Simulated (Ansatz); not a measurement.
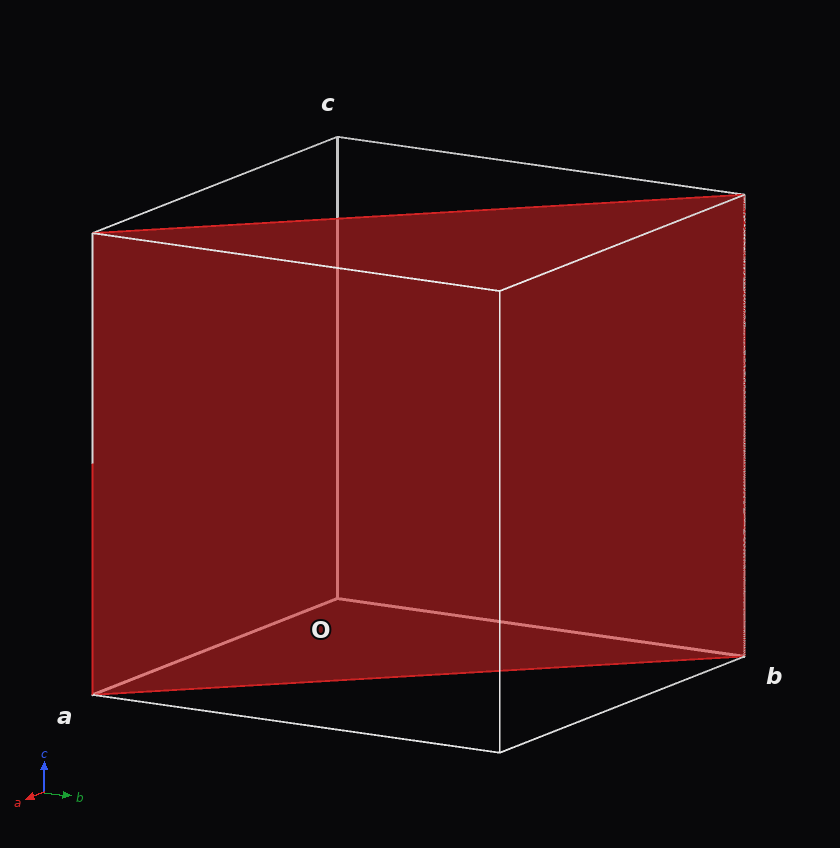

For Ta, the geometry relaxed with DFT, revPBE, plane waves (420 eV) with PAW, scalar-relativistic in Ansatz 0.2.0: every member of one family of equally spaced planes, hx + ky + lz = a whole number, that cuts the unit cell is shaded (one member passes through the origin O, touching the cell only at an edge or corner). The drawing is computed from the coordinates (standard cell, symmetry found to 0.002 Å).

a = 3.335 Å, b = 3.335 Å, c = 3.335 Å, α = 90.00°, β = 90.00°, γ = 90.00°.

Q: Index the planes.

A: (1 1 0); the opposite sign names the same planes. The member next to the origin meets the axes a at 1, b at 1, c never.

Q: What is the spacing?

A: d = 2.358 Å.

Q: The space group is Im-3m (No. 229). How many reflections hkl are equivalent to this one (itself included), and does it occur?

A: 12 reflections are equivalent in the Laue class m-3m. The space group allows the reflection.
